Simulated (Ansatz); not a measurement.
## C$_{2}$H$_{3}$F$_{3}$S (charge +1): single-point calculation

- system: C$_{2}$H$_{3}$F$_{3}$S, charge +1, multiplicity 2
- method: UKS wB97M-V/STO-3G (Ansatz 0.2.0)

Some settings of this run were made unusual or wrong on purpose. The geometry comes from this level: PBE0-D4/def2-TZVP.

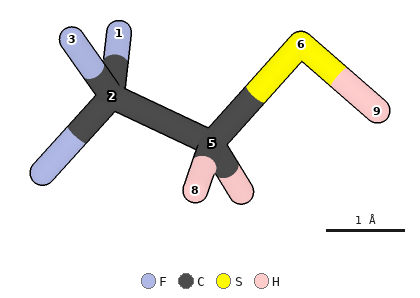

**Figure 1.** The structure as given in the input (stick view, seen at a tilt; atoms are numbered from 1 in the order of the input).

Input file:
```yaml
crystal:
  periodic: [false, false, false]
  atoms:
    - {symbol: F, position_ang: [0.204752, -1.809199, 0.581821]}
    - {symbol: C, position_ang: [0.518990, -0.889354, -0.242496]}
    - {symbol: F, position_ang: [1.819878, -0.533967, 0.080640]}
    - {symbol: F, position_ang: [0.543850, -1.356543, -1.525282]}
    - {symbol: C, position_ang: [-0.358017, 0.303581, -0.177576]}
    - {symbol: S, position_ang: [-0.258672, 1.064789, 1.468885]}
    - {symbol: H, position_ang: [-1.370823, 0.041991, -0.487913]}
    - {symbol: H, position_ang: [0.084171, 1.055321, -0.871731]}
    - {symbol: H, position_ang: [-1.160589, 2.003081, 1.178272]}
basis:
  gaussian: {orbitals: STO-3G, final_grid: {core_spheres: 1, valence_spheres: 1, degree: 5}}
total_charge: 1
magnetization: {spin_polarized: true, initial_magnetization: 1}
hamiltonian: {xc: {name: wB97M-V}}
```

Run on 4 threads of AMD EPYC, 23 GiB of memory available, shared host.

Run as:
```bash
ansatz run in.yaml --threads 4 --pin off --events-out ev --progress --plain --max-ram 10444MiB
```

What the program printed:
```
Functional definition: wB97M-V
  name "wB97M-V"
  cite "Mardirossian & Head-Gordon, J. Chem. Phys. 144, 214110 (2016) doi:10.1063/1.4952647"
  cite "Becke, J. Chem. Phys. 107, 8554 (1997) doi:10.1063/1.475007"
  cite "Vydrov & Van Voorhis, J. Chem. Phys. 133, 244103 (2010) doi:10.1063/1.3521275"
  # Of w^i u^j: cxij and so on, Table III.
  parameter omega = 0.3/bohr
  parameter cx = 0.15
  parameter cx01 = 1.007
  parameter cx10 = 0.259
  parameter css00 = 0.443
  parameter css04 = -1.437
  parameter css10 = -4.535
  parameter css20 = -3.390
  parameter css43 = 4.278
  parameter cos00 = 1.000
  parameter cos10 = 1.358
  parameter cos20 = 2.924
  parameter cos21 = -8.812
  parameter cos60 = -1.390
  parameter cos61 = 9.142
  parameter b = 6.0
  parameter c = 0.01
  gx(w, u) = 1 - cx + cx01*u + cx10*w
  gss(w, u) = css00 + css04*u^4 + css10*w + css20*w^2 + css43*w^4*u^3
  gos(w, u) = cos00 + cos10*w + (cos20 + cos21*u)*w^2 + (cos60 + cos61*u)*w^6
  exchange = spin_sum(e_x_unif_sr(omega)*gx(b97_w, b97_u_x)) + cx*exact_x_sr(omega) + exact_x_lr(omega)
  correlation = spin_sum(e_c_pw_mod_same_spin*gss(b97_w, b97_u_same))
      + integral(e_c_pw_mod_opposite_spin*gos(b97_w_opposite, b97_u_opposite)) + vv10(b, c)
510 factors; integrals over basis functions are off by at most 3.8e-5 eV
152 factors; integrals over basis functions are off by at most 1.7e-6 eV
mean field evaluation 1: about -20833.1032 eV, gradient 2.7e1 eV
mean field evaluation 2: about -20836.5237 eV, gradient 1.8e1 eV
mean field evaluation 4: about -20838.1508 eV, gradient 5.9e-1 eV
mean field evaluation 8: about -20817.5916 eV, gradient 5.9e-1 eV
mean field evaluation 16: about -20817.5963 eV, gradient 3.7e-3 eV
mean field evaluation 32: about -20815.9501 eV, gradient 1.2e1 eV
mean field -20817.59632116 eV, -765.0325541292 hartree, gradient 2.6e-5 eV, S^2 0.751471; 6 other end points of the search recorded, 0 dependent functions left out
reference -20817.59632157 eV, -765.0325541442 hartree; 29, 28 occupied and 8, 9 virtual orbitals, 510 factors
Total energy: -20817.59632157 eV, -765.0325541442 hartree
```

Outcome:

```csv
quantity,value
outcome,converged
total energy,−20817.5963 eV
⟨S²⟩,0.751
SCF solution under orbital rotations,stable
wall time,7 s (CPU time 26 s)
peak memory,0.51 GiB
```

What went wrong:

This input holds a deliberate fault: grid. The run converged all the same; its numbers are those of the faulty input and shouldn't be used.
